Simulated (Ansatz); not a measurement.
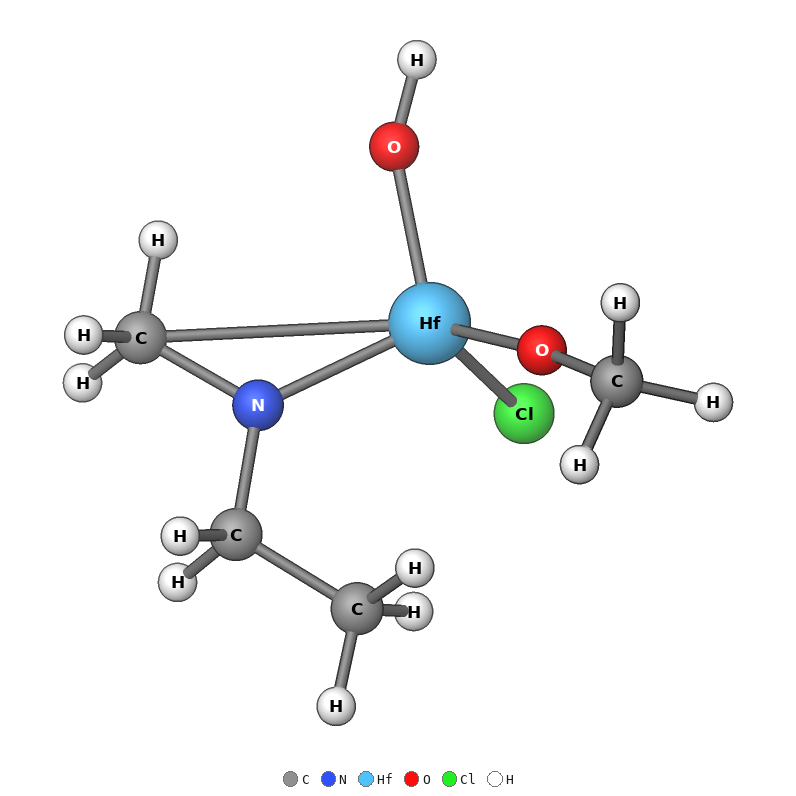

The species is neutral and a spin singlet. Computed geometry: PBE0-D4/def2-TZVP optimisation. No frequency run is at hand to confirm it as a minimum. Program: Ansatz 0.2.0.

At this fixed geometry, give dipole (D) at these levels: B3LYP-D4/def2-TZVPP; PBE-D4/def2-TZVPP; PBE0-D4/def2-TZVP; r2SCAN-D4/def2-TZVPP; ωB97M-V/def2-TZVPP.

```
               level  dipole (D)
 B3LYP-D4/def2-TZVPP        3.21
   PBE-D4/def2-TZVPP        3.18
   PBE0-D4/def2-TZVP        3.26
r2SCAN-D4/def2-TZVPP        3.25
  ωB97M-V/def2-TZVPP        3.19
```
